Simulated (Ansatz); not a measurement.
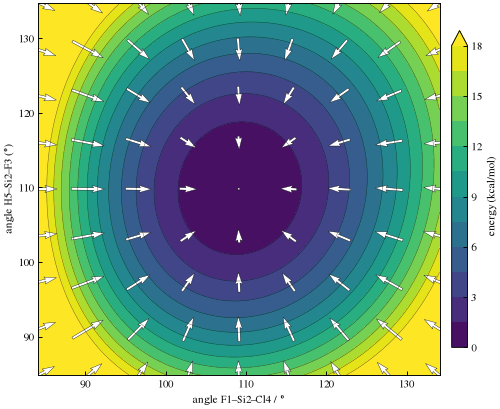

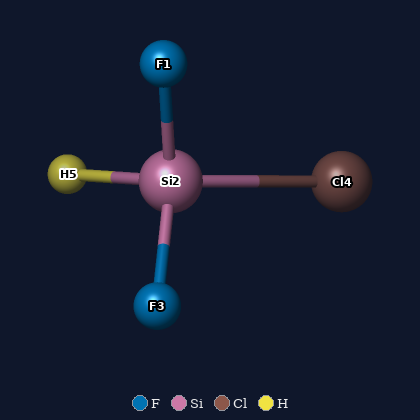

Energy landscape of ClF₂HSi, SMILES F[SiH](F)Cl. First axis: angle F1–Si2–Cl4. Second axis: angle H5–Si2–F3. Nothing is relaxed (all other coordinates rigid). The scan uses a 9 × 9 grid. Points are written as (first, second). All energies are given in kcal/mol relative to the lowest grid point. Method: RHF-MP2, frozen core/def2-TZVP in Ansatz 0.2.0.

In the figure: filled contours, arrows along the force (downhill), their lengths compressed, one colour for all values above the top of the scale. Between grid points the surface is interpolated. The second picture is the structure at the lowest point.

What does the map say about the system?

The lowest grid point is at (109.1°, 109.8°). No other kind of well shows on this grid. The highest grid point, (84.1°, 84.8°), lies 32.9 kcal/mol above the lowest. Round the minimum the two coordinates are nearly uncoupled.

Time for the 81 points that were run: 6.3 min on 1 thread of Intel(R) Xeon(R) 6975P-C (Granite Rapids) (shared host).
